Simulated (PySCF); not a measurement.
# C3H5NOSi: NMR shifts at several levels of theory, part 2 of 2

PySCF 2.14.0. Atoms count from 0. The steps go on from the part before.

### 8 NMR shieldings: wB97X-D/pcSseg-2

The job: settings as JSON, then the geometry in Å.

```
{"job": {"kind": "nmr", "xc": "wB97X-D", "basis": "pcSseg-2", "pop": false}, "charge": 0, "multiplicity": 1}
O     -2.240594    -1.552524    -0.281908
C     -1.837197    -0.766134     0.532457
C     -0.505244    -0.090426     0.415672
N     -0.081673     0.735115     1.311529
Si     1.432950     0.939659     0.340225
C      0.467717    -0.297298    -0.730533
H     -2.413727    -0.472129     1.443950
H      2.667929     0.464405     1.025806
H      1.633482     2.320370    -0.184191
H      0.079125     0.028191    -1.707575
H      0.835736    -1.329881    -0.826935
```

Method: GIAO wB97X-D/pcSseg-2 NMR shielding, non-relativistic, gas phase.

Log:

```text
coarse grid: 10136 points
cycle   1  E = -536.5923404523  dE =  9.961e-01  |g| = 9.120e-01  |ddm| = 2.463e+00
cycle   2  E = -536.3923237111  dE =  2.000e-01  |g| = 1.445e+00  |ddm| = 1.591e+00
cycle   3  E = -536.7652831857  dE = -3.730e-01  |g| = 8.770e-02  |ddm| = 9.572e-01
cycle   4  E = -536.7664207156  dE = -1.138e-03  |g| = 6.474e-02  |ddm| = 1.236e-01
cycle   5  E = -536.7671949089  dE = -7.742e-04  |g| = 1.962e-02  |ddm| = 5.686e-02
cycle   6  E = -536.7672771491  dE = -8.224e-05  |g| = 6.007e-03  |ddm| = 2.387e-02
cycle   7  E = -536.7672873757  dE = -1.023e-05  |g| = 1.447e-03  |ddm| = 9.035e-03
cycle   8  E = -536.7672881628  dE = -7.870e-07  |g| = 4.602e-04  |ddm| = 3.711e-03
final grid: 94616 points
cycle   9  E = -536.7748233569  dE = -1.831e-04  |g| = 5.980e-03  |ddm| = 5.240e-02
cycle  10  E = -536.7748250865  dE = -1.730e-06  |g| = 5.616e-03  |ddm| = 1.001e-02
cycle  11  E = -536.7748308388  dE = -5.752e-06  |g| = 1.185e-03  |ddm| = 4.320e-03
cycle  12  E = -536.7748310806  dE = -2.419e-07  |g| = 5.664e-04  |ddm| = 1.210e-03
cycle  13  E = -536.7748311587  dE = -7.812e-08  |g| = 8.553e-05  |ddm| = 5.467e-04
cycle  14  E = -536.7748311615  dE = -2.821e-09  |g| = 4.116e-05  |ddm| = 1.663e-04
cycle  15  E = -536.7748311622  dE = -6.549e-10  |g| = 2.577e-05  |ddm| = 6.797e-05
converged SCF energy = -536.7748311622

GIAO shielding tensors (ppm)
atom      isotropic    diamagn.    paramagn.     s11        s22        s33       span
  0 O     -380.102     395.135    -775.237  -1031.184   -482.016    372.894   1404.078
  1 C      -18.770     247.350    -266.120   -113.325    -18.376     75.392    188.717
  2 C      -22.034     256.566    -278.601   -143.093    -19.522     96.512    239.605
  3 N     -203.666     321.960    -525.626   -631.817   -207.389    228.208    860.025
  4 Si     352.713     877.489    -524.777    315.505    336.497    406.135     90.630
  5 C      165.044     250.650     -85.606    148.179    160.075    186.878     38.698
  6 H       21.885      27.307      -5.422     20.970     21.718     22.968      1.998
  7 H       25.816      28.965      -3.149     23.564     24.616     29.268      5.704
  8 H       25.812      29.041      -3.229     23.560     24.605     29.270      5.709
  9 H       29.156      31.092      -1.935     25.859     27.945     33.665      7.806
 10 H       29.126      30.970      -1.844     25.817     27.911     33.649      7.832
```

It took 59 s on 1 thread of Arm Neoverse V1, shared host; peak memory 1.3 GiB.

In short: δ C2 206.5, C1 203.2, C5 19.4, O0 706.9, H6 9.47, H7 5.54 ppm (means over like atoms).

### 9 Nuclear shieldings: LC-wPBE/pcSseg-2

The job, as its differences from that of step 8:

```diff
@@ -1,2 +1,2 @@
-{"job": {"kind": "nmr", "xc": "wB97X-D", "basis": "pcSseg-2", "pop": false}, "charge": 0, "multiplicity": 1}
+{"job": {"kind": "nmr", "xc": "LC-wPBE", "basis": "pcSseg-2", "pop": false}, "charge": 0, "multiplicity": 1}
 O     -2.240594    -1.552524    -0.281908
```

Method: GIAO LC-wPBE/pcSseg-2 NMR shielding, non-relativistic, gas phase.

Log:

```text
coarse grid: 10136 points
cycle   1  E = -536.4184674038  dE =  1.069e+00  |g| = 9.330e-01  |ddm| = 2.465e+00
cycle   2  E = -536.2910637255  dE =  1.274e-01  |g| = 1.344e+00  |ddm| = 1.418e+00
cycle   3  E = -536.6025078680  dE = -3.114e-01  |g| = 7.738e-02  |ddm| = 8.155e-01
cycle   4  E = -536.6036396653  dE = -1.132e-03  |g| = 5.537e-02  |ddm| = 1.060e-01
cycle   5  E = -536.6042166207  dE = -5.770e-04  |g| = 1.831e-02  |ddm| = 5.480e-02
cycle   6  E = -536.6042975385  dE = -8.092e-05  |g| = 5.130e-03  |ddm| = 2.450e-02
cycle   7  E = -536.6043067179  dE = -9.179e-06  |g| = 1.526e-03  |ddm| = 8.995e-03
final grid: 94616 points
cycle   8  E = -536.6102714127  dE = -9.742e-05  |g| = 6.642e-03  |ddm| = 3.799e-02
cycle   9  E = -536.6102726874  dE = -1.275e-06  |g| = 5.989e-03  |ddm| = 7.248e-03
cycle  10  E = -536.6102786004  dE = -5.913e-06  |g| = 1.341e-03  |ddm| = 4.217e-03
cycle  11  E = -536.6102789328  dE = -3.324e-07  |g| = 3.867e-04  |ddm| = 8.740e-04
cycle  12  E = -536.6102789678  dE = -3.497e-08  |g| = 1.039e-04  |ddm| = 6.652e-04
cycle  13  E = -536.6102789860  dE = -1.826e-08  |g| = 4.380e-05  |ddm| = 2.097e-04
cycle  14  E = -536.6102789867  dE = -6.945e-10  |g| = 2.463e-05  |ddm| = 1.150e-04
converged SCF energy = -536.6102789867

GIAO shielding tensors (ppm)
atom      isotropic    diamagn.    paramagn.     s11        s22        s33       span
  0 O     -375.666     394.659    -770.324  -1035.940   -472.182    381.124   1417.064
  1 C      -21.162     246.871    -268.033   -116.703    -26.714     79.932    196.635
  2 C      -21.548     255.232    -276.780   -148.658    -18.608    102.621    251.279
  3 N     -198.070     322.387    -520.457   -625.103   -207.192    238.084    863.187
  4 Si     356.254     876.953    -520.699    318.935    339.809    410.020     91.085
  5 C      169.235     249.703     -80.467    151.919    164.388    191.400     39.481
  6 H       21.845      27.682      -5.837     20.908     21.474     23.152      2.244
  7 H       25.870      29.029      -3.159     23.577     24.624     29.408      5.831
  8 H       25.866      29.095      -3.229     23.576     24.613     29.410      5.834
  9 H       29.178      31.097      -1.919     25.725     27.849     33.960      8.235
 10 H       29.146      30.989      -1.843     25.682     27.814     33.943      8.261
```

It took 66 s on 1 thread of Arm Neoverse V1, shared host; peak memory 1.2 GiB.

In short: δ C2 209.8, C1 209.5, C5 19.1, O0 708.3, H6 9.47, H7 5.45 ppm (means over like atoms).

### 10 Nuclear shieldings: PBE0/6-31G

The job, as its differences from that of step 9:

```diff
@@ -1,2 +1,2 @@
-{"job": {"kind": "nmr", "xc": "LC-wPBE", "basis": "pcSseg-2", "pop": false}, "charge": 0, "multiplicity": 1}
+{"job": {"kind": "nmr", "xc": "PBE0", "basis": "6-31G", "pop": true}, "charge": 0, "multiplicity": 1}
 O     -2.240594    -1.552524    -0.281908
```

Method: GIAO PBE0/6-31G NMR shielding, non-relativistic, gas phase.

Log:

```text
coarse grid: 10136 points
cycle   1  E = -536.1008375309  dE =  1.037e+00  |g| = 8.178e-01  |ddm| = 3.572e+00
cycle   2  E = -535.6100552450  dE =  4.908e-01  |g| = 1.758e+00  |ddm| = 3.060e+00
cycle   3  E = -536.2501637923  dE = -6.401e-01  |g| = 1.323e-01  |ddm| = 2.210e+00
cycle   4  E = -536.2532737378  dE = -3.110e-03  |g| = 8.864e-02  |ddm| = 2.583e-01
cycle   5  E = -536.2547316789  dE = -1.458e-03  |g| = 3.569e-02  |ddm| = 1.094e-01
cycle   6  E = -536.2550407048  dE = -3.090e-04  |g| = 6.603e-03  |ddm| = 4.876e-02
cycle   7  E = -536.2550505041  dE = -9.799e-06  |g| = 1.778e-03  |ddm| = 9.346e-03
final grid: 94616 points
cycle   8  E = -536.1954968829  dE =  8.546e-06  |g| = 1.181e-02  |ddm| = 2.063e-02
cycle   9  E = -536.1953991448  dE =  9.774e-05  |g| = 2.477e-02  |ddm| = 3.587e-02
cycle  10  E = -536.1955262184  dE = -1.271e-04  |g| = 1.874e-03  |ddm| = 2.536e-02
cycle  11  E = -536.1955271196  dE = -9.012e-07  |g| = 2.608e-04  |ddm| = 2.321e-03
cycle  12  E = -536.1955271310  dE = -1.135e-08  |g| = 1.385e-04  |ddm| = 4.305e-04
cycle  13  E = -536.1955271354  dE = -4.479e-09  |g| = 3.193e-05  |ddm| = 1.765e-04
cycle  14  E = -536.1955271357  dE = -2.468e-10  |g| = 6.950e-06  |ddm| = 4.600e-05
converged SCF energy = -536.1955271357

GIAO shielding tensors (ppm)
atom      isotropic    diamagn.    paramagn.     s11        s22        s33       span
  0 O     -366.464     396.134    -762.597  -1036.626   -449.558    386.793   1423.419
  1 C       11.972     248.604    -236.632    -76.573     10.833    101.656    178.229
  2 C       10.053     262.160    -252.106    -92.650     13.135    109.675    202.325
  3 N     -175.873     324.158    -500.031   -626.105   -134.540    233.025    859.130
  4 Si     422.731     880.300    -457.569    382.560    394.456    491.179    108.619
  5 C      178.126     253.439     -75.313    161.803    171.706    200.870     39.068
  6 H       22.333      26.278      -3.945     20.583     23.084     23.334      2.751
  7 H       26.807      29.041      -2.234     24.448     25.144     30.830      6.381
  8 H       26.800      29.006      -2.206     24.426     25.142     30.833      6.408
  9 H       29.762      30.430      -0.669     26.294     27.860     35.131      8.837
 10 H       29.736      30.467      -0.730     26.271     27.813     35.125      8.855
```

Run time: 6.9 s. Hardware: 1 thread of Arm Neoverse V1, shared host; peak memory 0.42 GiB.

Key values: δ C2 189.5, C1 187.6, C5 21.4, O0 685.0, H6 10.28, H7 5.81 ppm (means over like atoms).

### 11 NMR shieldings: PBE0/STO-3G

The job, as its differences from that of step 10:

```diff
@@ -1,2 +1,2 @@
-{"job": {"kind": "nmr", "xc": "PBE0", "basis": "6-31G", "pop": true}, "charge": 0, "multiplicity": 1}
+{"job": {"kind": "nmr", "xc": "PBE0", "basis": "STO-3G", "pop": true}, "charge": 0, "multiplicity": 1}
 O     -2.240594    -1.552524    -0.281908
```

Method: GIAO PBE0/STO-3G NMR shielding, non-relativistic, gas phase.

Log:

```text
coarse grid: 10136 points
cycle   1  E = -529.6683682120  dE =  9.893e-01  |g| = 7.841e-01  |ddm| = 4.541e+00
cycle   2  E = -529.1988188354  dE =  4.695e-01  |g| = 1.590e+00  |ddm| = 2.645e+00
cycle   3  E = -529.8673862595  dE = -6.686e-01  |g| = 1.059e-01  |ddm| = 1.698e+00
cycle   4  E = -529.8701940460  dE = -2.808e-03  |g| = 6.406e-02  |ddm| = 2.218e-01
cycle   5  E = -529.8711913166  dE = -9.973e-04  |g| = 2.875e-02  |ddm| = 9.135e-02
cycle   6  E = -529.8714278185  dE = -2.365e-04  |g| = 3.910e-03  |ddm| = 3.419e-02
cycle   7  E = -529.8714315115  dE = -3.693e-06  |g| = 1.378e-03  |ddm| = 4.849e-03
final grid: 94616 points
cycle   8  E = -529.8349750522  dE =  1.214e-05  |g| = 9.579e-03  |ddm| = 1.955e-02
cycle   9  E = -529.8349082644  dE =  6.679e-05  |g| = 1.807e-02  |ddm| = 3.062e-02
cycle  10  E = -529.8350017579  dE = -9.349e-05  |g| = 1.068e-03  |ddm| = 2.004e-02
cycle  11  E = -529.8350021094  dE = -3.515e-07  |g| = 2.244e-04  |ddm| = 1.612e-03
cycle  12  E = -529.8350021235  dE = -1.408e-08  |g| = 4.598e-05  |ddm| = 2.809e-04
cycle  13  E = -529.8350021241  dE = -6.288e-10  |g| = 1.553e-05  |ddm| = 7.738e-05
converged SCF energy = -529.8350021241

GIAO shielding tensors (ppm)
atom      isotropic    diamagn.    paramagn.     s11        s22        s33       span
  0 O     -281.072     382.491    -663.564  -1028.845   -286.295    471.924   1500.769
  1 C      100.814     255.400    -154.587      3.357    130.376    168.708    165.350
  2 C       85.044     256.692    -171.648    -16.786    114.529    157.388    174.174
  3 N      -46.264     318.130    -364.394   -458.325     23.919    295.614    753.940
  4 Si     520.124     869.025    -348.901    460.888    492.105    607.379    146.491
  5 C      212.170     251.488     -39.318    198.864    204.709    232.939     34.075
  6 H       22.071      28.635      -6.564     19.620     23.068     23.525      3.905
  7 H       28.878      30.589      -1.710     26.222     26.575     33.839      7.618
  8 H       28.874      30.683      -1.809     26.214     26.572     33.835      7.621
  9 H       30.602      31.842      -1.240     26.182     28.124     37.500     11.318
 10 H       30.589      31.726      -1.137     26.188     28.070     37.509     11.321
```

Wall time 3.1 s (1 thread of Arm Neoverse V1, shared host); peak memory 0.39 GiB.

This run: δ C2 149.6, C1 133.9, C5 22.5, O0 622.8, H6 10.53, H7 3.73 ppm (means over like atoms).

### 12 Run by run: NMR shifts

Shifts (ppm) of some atoms, chosen among heavy atoms and hydrogens apart, means over like atoms, with basis size and wall time:

| run | C2 | C1 | H6 | H7 | O0 | N3 | Si4 | functions | time |
| --- | --- | --- | --- | --- | --- | --- | --- | --- | --- |
| PBE0/pcSseg-2 | 204.9 | 201.8 | 9.51 | 5.65 | 710.1 | 469.7 | -10.8 | 293 | 54 s |
| mPW1PW91/pcSseg-2 | 205.1 | 201.6 | 9.49 | 5.62 | 708.7 | 469.9 | -10.7 | 293 | 45 s |
| WP04/pcSseg-2 | 205.4 | 199.1 | 9.22 | 4.95 | 665.8 | 464.7 | -16.2 | 293 | 50 s |
| B97-2/pcSseg-2 | 201.1 | 197.3 | 9.45 | 5.55 | 686.3 | 457.9 | -12.2 | 293 | 50 s |
| BHandHLYP/pcSseg-2 | 205.9 | 201.2 | 9.33 | 5.41 | 705.8 | 472.4 | -13.1 | 293 | 43 s |
| CAM-B3LYP/pcSseg-2 | 208.2 | 205.5 | 9.46 | 5.53 | 711.2 | 470.6 | -12.9 | 293 | 60 s |
| wB97X-D/pcSseg-2 | 206.5 | 203.2 | 9.47 | 5.54 | 706.9 | 463.7 | -12.0 | 293 | 59 s |
| LC-wPBE/pcSseg-2 | 209.8 | 209.5 | 9.47 | 5.45 | 708.3 | 462.1 | -9.6 | 293 | 66 s |
| PBE0/6-31G | 189.5 | 187.6 | 10.28 | 5.81 | 685.0 | 436.6 | 22.0 | 68 | 6.9 s |
| PBE0/STO-3G | 149.6 | 133.9 | 10.53 | 3.73 | 622.8 | 341.0 | -2.5 | 39 | 3.1 s |

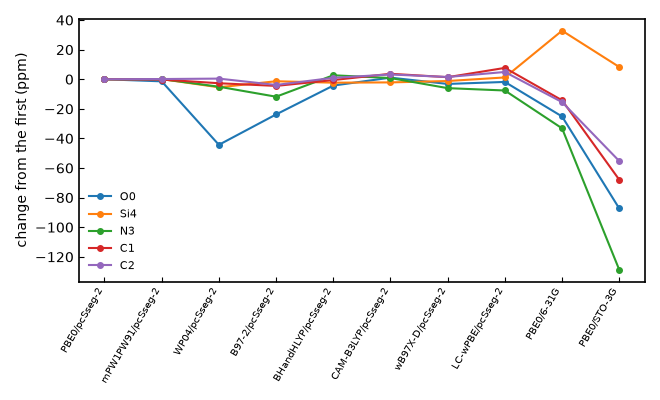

How five of the tabulated atoms move from run to run.

### 13 Results

What follows sums up all 2 parts.

| quantity | value |
| --- | --- |
| 13C shifts against TMS (PBE0/pcSseg-2) | 204.9, 201.8, 19.4 ppm |
| 1H shifts against TMS (PBE0/pcSseg-2, means over atoms taken as alike) | 9.51, 5.65, 2.29 ppm |
| 17O shifts against H2O (PBE0/pcSseg-2) | 710.1 ppm |
| 15N shifts against NH3 (PBE0/pcSseg-2) | 469.7 ppm |
| 29Si shifts against TMS (PBE0/pcSseg-2) | -10.8 ppm |
| range of the shift of O0 (minimal bases aside) | 665.8 to 711.2 ppm |
| property runs in this session | 10, of which 0 failed and 1 gave unsound results |

In words: Single values in the summary come from the first sound run of each kind (PBE0/pcSseg-2), which need not be the best level. The most deshielded hydrogen is H6 (hydrogen on an aldehyde carbonyl carbon), at 9.51 ppm: the C=O anisotropy and electron withdrawal place aldehyde protons far downfield. At PBE0/pcSseg-2: The widest tensor belongs to O0: span 1404 ppm, with a paramagnetic part of -777 ppm. Leaving out the minimal-basis runs, which are unusable for shieldings: Across the 9 runs the shift of O0 moves most, between 665.8 (WP04/pcSseg-2) and 711.2 ppm (CAM-B3LYP/pcSseg-2). Part of that comes from the computed reference.
